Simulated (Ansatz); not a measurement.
# The potential step between two gates: 1T-PtSe2 bilayer, AA

Two oppositely charged gates put a neutral stack in a displacement field D. The voltage between them is D/ε₀ times an electrical distance, shorter than the real one because the stack screens.

How it was computed: Ansatz 0.2.0, plane waves with PAW datasets (its set soft_2), PBE-D3(BJ); isolated slab, charged sheets 4.5 Å from the outer atoms behind model barriers, atoms held. Voltages count from the uncharged case.

```tsv
run	D/ε₀ (V/nm)	step in an electron's potential, upper less lower gate (eV)
run 1	−1.810	−1.278
run 2	0.000	0.000
run 3	0.905	0.639
run 4	1.810	1.278
run 5	2.714	1.917
run 6	3.619	?
```

**Question.** What value belongs in the row marked “?”, and how far can the other rows tell?

A least-squares line through the 5 rows shown has slope 0.7062 and intercept 0.0001; no row lies more than 0.001 eV off it. The size of the slope, 0.706 nm, is the electrical distance; the sheets are 1.658 nm apart, and screening reaches beyond the outer atoms. At 3.619 it gives 0.7062 × 3.619 + 0.0001 = 2.556 eV, beyond the rows fitted. Rounding and scatter of the rows alone allow about ±0.001 eV there.

The run itself gives 2.556 eV: a miss of 0.000 eV, or 0.0 % of the value. Screening stays linear to within 1 % over this range.

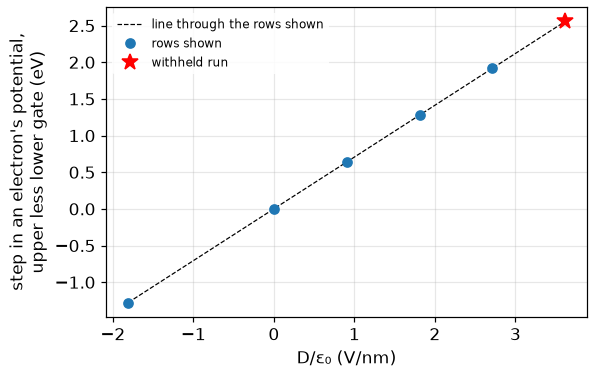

The fit and the withheld run.

**Limits.** The gates are model sheets, not atoms. Spin-orbit coupling is left out, which changes the bands of elements this heavy.

[Logs are printed without paths, hosts, clocks, repeated set-up lines and the standing remarks that a program may print on its own settings, such as how far it seeks lower states.]
